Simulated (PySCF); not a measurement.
# CH8Ge2O: the cost of one run

Programs: PySCF 2.14.0, with density-fitted response routines of our own. Each step states its level of theory. These are calculated values for one molecule in the gas phase, unless marked as measured. Atoms are numbered from 0 throughout.

## (1) Starting geometry

12 atoms, charge 0, multiplicity 1; geometry from: PBE0-D3(BJ)/def2-SVP.

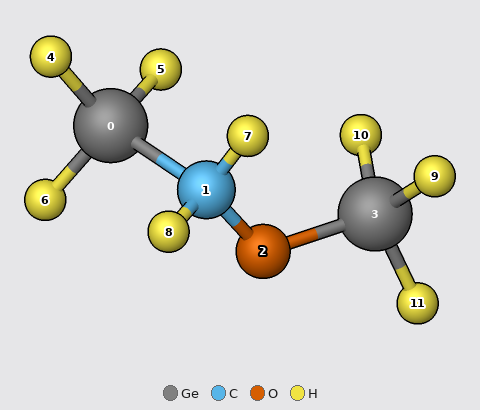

The starting geometry (germanium grey, carbon blue, oxygen orange, hydrogen yellow), atoms numbered.

## (2) Core holes by ΔSCF: SCAN, X2C

What the job is given:

```
{"job": {"kind": "xps"}, "charge": 0, "multiplicity": 1}
Ge    -1.928692    -0.194359    -0.260234
C     -0.274096    -1.125728     0.293912
O      0.803316    -0.807951    -0.551040
Ge     1.955932     0.488324    -0.126131
H     -3.086625    -0.531740     0.702766
H     -1.692914     1.328721    -0.245182
H     -2.309702    -0.624643    -1.687295
H     -0.068645    -0.905550     1.360573
H     -0.456691    -2.212694     0.235177
H      2.514842     0.191163     1.281332
H      1.238207     1.853327    -0.128639
H      3.033869     0.412470    -1.211550
```

Method: delta-SCF UKS SCAN, pcX-2 on the ionised atom, pcseg-1 elsewhere, spin-free X2C.

Started as:

```sh
OMP_NUM_THREADS=1 python probes_run.py task.json out
```

The driver reads the jobs from task.json and runs them one after another.

Q: Estimate the wall time and peak memory of this first job on 1 thread of Arm Neoverse V2, shared host.

About 12 s, with a peak of 0.46 GiB.
